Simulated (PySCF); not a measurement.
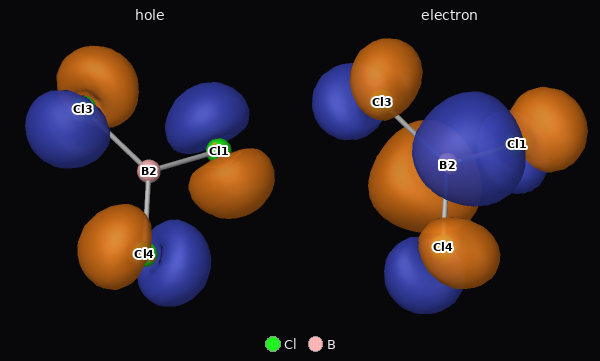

*BCl₃, SMILES `ClB(Cl)Cl`. Leading natural transition orbital pair of S₁ (TDA singlet states); the surfaces enclose about 78 % of each orbital's density.*

Computed with PySCF, CAM-B3LYP/def2-SVPD, geometry: GFN2-xTB. No frequency check shows the geometry to be a minimum. GFN2-xTB bond lengths at metals and heavier atoms can be off by up to 0.1 Å and shapes distorted, which carries into these values.

Q: Where does the state lie, and where do hole and electron sit?

A: 5.92 eV (210 nm), f = 0.000 (dark); the leading pair carries 100 %; hole on Cl1, Cl3 and Cl4 (32 % each), electron on B2 (46 %) and Cl1, Cl3 and Cl4 (18 % each); their centroids lie 0.0 Å apart. In canonical orbitals it is mainly HOMO → LUMO (99 %). The HOMO–LUMO gap is 9.91 eV.
